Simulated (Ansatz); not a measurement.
The structure below was relaxed with PBEsol/PAW in Ansatz (a program for electronic structure), no spin-orbit coupling.

```
NaCl
1.0
    0.00000     2.80076     2.80076
    2.80076     0.00000     2.80076
    2.80076     2.80076     0.00000
Cl Na
1 1
Direct
  0.00000   0.00000   0.00000
  0.50000   0.50000   0.50000
```

Question: Find the space group and the Wyckoff positions.

Answer: Space group Fm-3m (No. 225); a = b = c = 5.6015 Å, α = β = γ = 90.00°

```tsv
atom	site	symmetry	x	y	z
Cl	4a	m-3m	0.0000	0.0000	0.0000
Na	4b	m-3m	0.5000	0.5000	0.5000
```

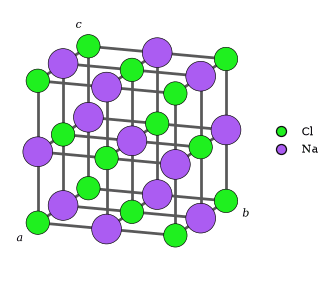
Fig. 1. The conventional cell

Whether these cells are dynamically stable was not tested. The cell was made from NaF by this change: F → Cl.
